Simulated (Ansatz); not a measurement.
## Electronic structure of H₇N₂OSi (charge +1) in real space

The calculation's input:

```
crystal:
  periodic: [false, false, false]
  atoms:
    - {symbol: "N", position_ang: [-1.440368, -0.882120, -2.323096]}
    - {symbol: "N", position_ang: [-0.841935, -2.913983, -0.316472]}
    - {symbol: O, position_ang: [0.650234, -0.824418, -0.413687]}
    - {symbol: Si, position_ang: [-0.150242, -1.646714, -1.572052]}
    - {symbol: H, position_ang: [-1.668242, -1.039835, -3.299977]}
    - {symbol: H, position_ang: [-1.964632, -0.109722, -1.923608]}
    - {symbol: H, position_ang: [0.605575, -2.511452, -2.495594]}
    - {symbol: H, position_ang: [1.196875, -0.051437, -0.595764]}
    - {symbol: H, position_ang: [-1.275025, -2.427415, 0.478601]}
    - {symbol: H, position_ang: [-1.550792, -3.537664, -0.718175]}
    - {symbol: H, position_ang: [-0.097377, -3.502173, 0.077964]}
basis:
  gaussian: {orbitals: def2-TZVPD}
total_charge: 1
hamiltonian: {xc: {name: PBE0}}
output: {forces: true, orbitals: {seedname: orbitals}}
```

Command:

```sh
ansatz run input.yaml --threads 2 --pin off --max-ram 4350MiB --events-out events.jsonl --progress --plain --runs-dir runs
```

Geometry: PBE0-D3(BJ)/def2-SVP.

Level of theory: isolated molecule in a Gaussian basis; Kohn-Sham density functional theory, functional PBE0 in Ansatz.

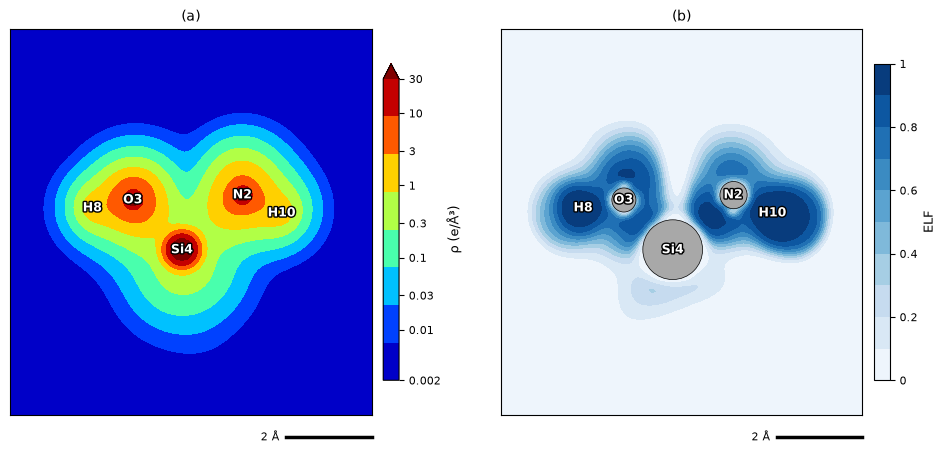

Figure 1. (a) total electron density; (b) electron localisation function on the plane of atoms N2, Si4 and O3. Grey discs cover the atomic cores in the ELF map.

Q: Interpret the plot.

A:
- The section cuts through N, O, Si and H sites.
- Si–O (1.63 Å): ρ is about 1.2 e/Å³ halfway; the ELF peaks at about 0.85 between the atoms; a polar covalent bond.
- O–H (0.96 Å): the density is about 3.8 e/Å³ at the midpoint; the ELF climbs to about 1 towards the hydrogen, as it does in any bond to H; an ordinary covalent bond to hydrogen.
- Si–N (1.91 Å): ρ is about 0.79 e/Å³ halfway; the ELF peaks at about 0.95 between the atoms (a polar covalent bond).
- N–H (1.03 Å): ρ is about 2.9 e/Å³ halfway; the ELF climbs to about 1 towards the hydrogen: an ordinary covalent bond to hydrogen.
- The ELF also peaks beside O3, away from the bonds: lone-pair regions.

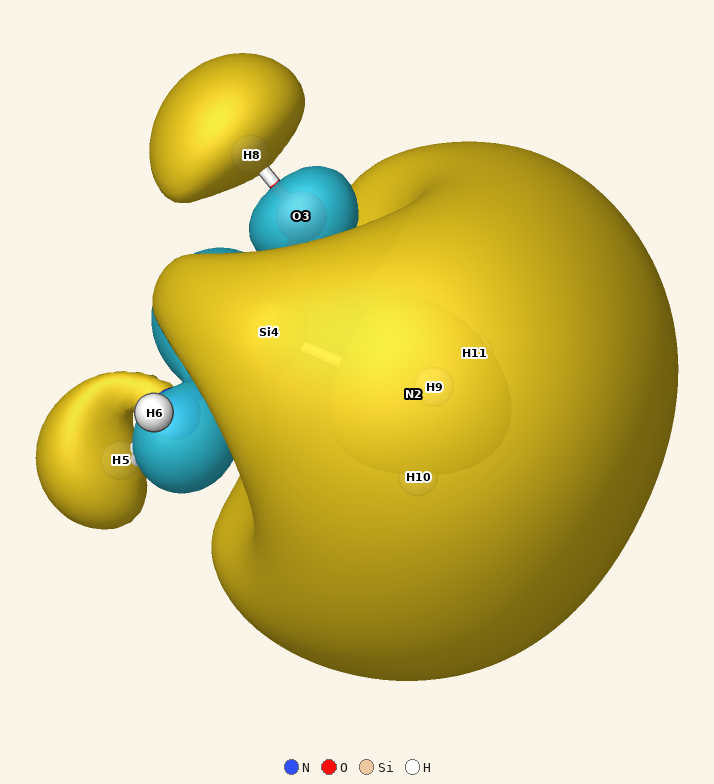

Figure 2. The LUMO at ±0.04 Å⁻³ᐟ² (yellow and cyan are the two phases), seen across its widest extent.

Q: Where does this orbital lie, and at what energy?

A: By Hirshfeld shares it lies mainly on H10 (about 20 %), H9 (about 20 %), H11 (about 20 %), N2 (about 15 %) and Si4 (about 15 %). Its energy is −4.68 eV.

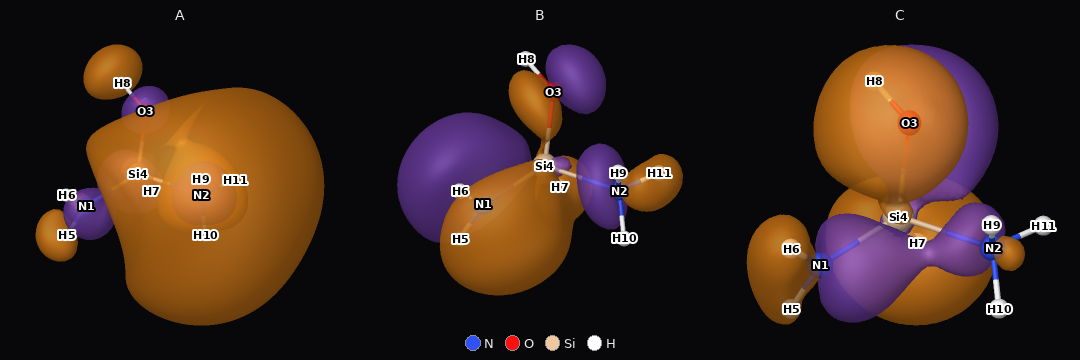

Figure 3. Three frontier orbitals at ±0.05 Å⁻³ᐟ² (orange and purple are the two phases), in no order.

Q: Which picture is the HOMO−1, the HOMO and the LUMO?

A: C is the HOMO−1 (−14.38 eV). Its weight (Hirshfeld) is mainly on O3 (about 60 %), Si4 (about 15 %) and H7 (about 15 %). B is the HOMO (−12.87 eV). By Hirshfeld shares it lies mainly on N1 (about 70 %) and Si4 (about 15 %); largely a lone pair of N1. A is the LUMO (−4.68 eV). Its weight (Hirshfeld) is mainly on H10 (about 20 %), H9 (about 20 %), H11 (about 20 %), N2 (about 15 %) and Si4 (about 15 %).

Q: What is the HOMO–LUMO gap?

A: 8.19 eV between the orbital energies.
